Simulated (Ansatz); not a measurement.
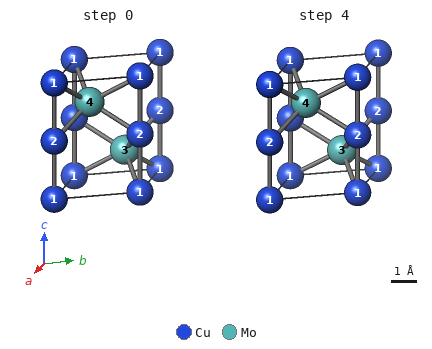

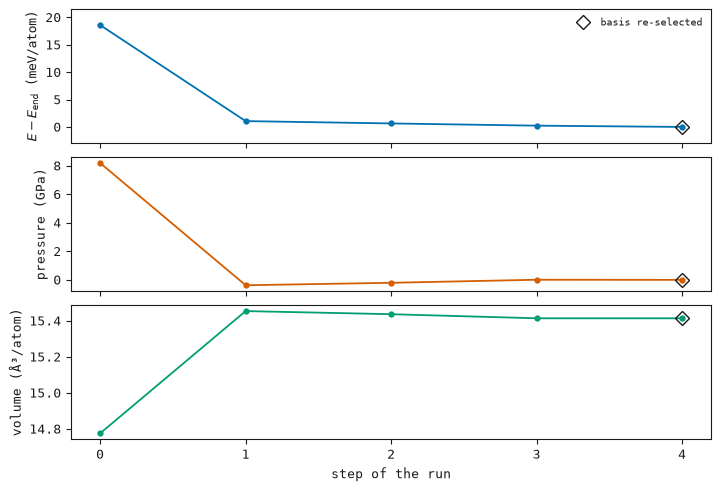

First and last geometry of a relaxation of crystalline CuMo (a generated structure, set up in P6_3/mmc) (coarse preliminary run), with the history of the run. Style: ball-and-stick. Shown: the cell of the calculation, slightly off an axis.

All numbers below come from Ansatz, DFT PBE, scalar-relativistic, plane waves, PAW.

Input file:
```yaml
crystal:
  lattice:
    - [3.70192975, 0.0, 0.0]
    - [-1.85096487, 3.20596521, 0.0]
    - [0.0, 0.0, 4.97966443]
  atoms:
    - { symbol: Cu, position: [0.0, 0.0, 0.0] }
    - { symbol: Cu, position: [0.0, 0.0, 0.5] }
    - { symbol: Mo, position: [0.33333333, 0.66666667, 0.25] }
    - { symbol: Mo, position: [0.66666667, 0.33333333, 0.75] }
basis:
  ecutwfc: 420
kpoints:
  mp_grid: { grid: [6, 6, 4] }
hamiltonian:
  xc: pbe
scf:
  occupations: { method: gaussian, width: 0.1 }
  lower_state_search: "off"
output:
  forces: true
  stress: true
  eigenvalues: true
relax:
  adjacent_minimum: "off"
  f_tol: 0.04
  max_steps: 70
  cell: { stress_tol: 0.4 }
```

Launched with:
```bash
ansatz run input.yaml --threads 1 --pin off --max-ram 2560MiB --backend cpu --events-out ev --progress --plain --runs-dir out
```

### Did the run converge, and what did it change?

It converged. No atom moves by more than 0.005 Å relative to the cell. The drawn cell changes as follows: a = b 3.702 → 3.796 Å (+2.5 %), c 4.980 → 4.940 Å (−0.8 %); the volume changes by +4.3 %. Near-neighbour distances that change, for instance: Cu1–Mo3 2.473 → 2.516 Å, Cu1–Cu2 2.490 → 2.470 Å. The space group stays P6_3/mmc (No. 194). After 3 accepted moves (4 points after the start) the energy has fallen by 18.6 meV per atom. All forces vanish by symmetry, so only the cell relaxes. Pressure: 8.19 GPa at the start and −0.01 GPa at the end. At 1 point the geometry stayed and the basis and grid were re-selected for the new cell (energy shift of 0.2 meV per atom at most each time).

```tsv
step	E − E(0), meV/atom	pressure, GPa	volume, Å³/atom	note
0	0.00	8.19	14.775	
1	-17.52	-0.38	15.454	
2	-17.95	-0.21	15.436	
3	-18.35	0.00	15.413	
4	-18.58	-0.01	15.413	same geometry, new basis
```
